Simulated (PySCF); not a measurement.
System: CH$_{11}$NO$_{2}$Si$_{4}$.

The calculation's input:

```
{"job": {"kind": "nmr", "xc": "PBE0", "basis": "pcSseg-1"}, "charge": 0, "multiplicity": 1}
O      2.020690    -1.116491    -0.434749
C      2.018167     0.045901    -0.092513
Si     3.559878     1.049222     0.438786
O      0.926325     0.774890    -0.038240
Si    -0.595733     0.174272    -0.477519
Si    -0.435200    -2.098711    -0.743119
N     -1.536182     0.697162     0.875087
Si    -3.250967     0.548827     1.049958
H      3.372460     1.404940     1.845667
H      4.747409     0.225185     0.242261
H      3.584977     2.258262    -0.382268
H     -0.835509     1.053323    -1.636590
H      0.273289    -2.460253    -1.970119
H     -1.800928    -2.644088    -0.907903
H      0.125275    -2.818876     0.402118
H     -1.104738     1.400492     1.455063
H     -3.587806    -0.790200     0.579765
H     -3.970568     1.551481     0.254495
H     -3.520642     0.753913     2.473700
```

Command:

```sh
OMP_NUM_THREADS=1 python probes_run.py task.json out
```

Geometry: GFN2-xTB.

Theory: PBE0/pcSseg-1, SCF density, gas phase, non-relativistic in PySCF.

### What can the converged electron density and electron localisation function tell about the bonding?

C–O (1.21 Å): ρ is about 3.3 e/Å³ halfway; the ELF peaks at about 0.85 between the atoms (a short, multiple covalent bond).
Si–O (1.69 Å): ρ is about 1 e/Å³ halfway; the ELF peaks at about 0.90 between the atoms; a polar covalent bond.
C–Si (1.91 Å): the density is about 0.93 e/Å³ at the midpoint; the ELF peaks at about 1 between the atoms, as expected for a covalent bond.

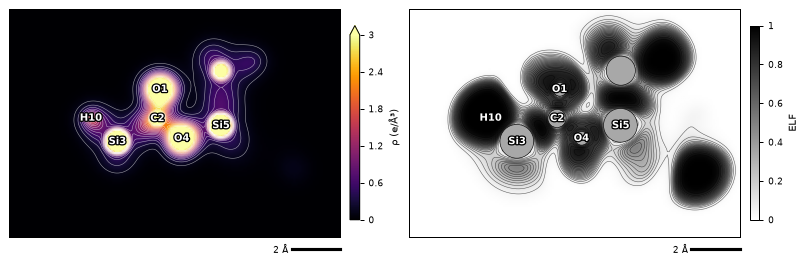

Computed electron density and electron localisation function on the plane of atoms Si3, C2 and O4, in this order. Grey discs cover the atomic cores in the ELF map. 
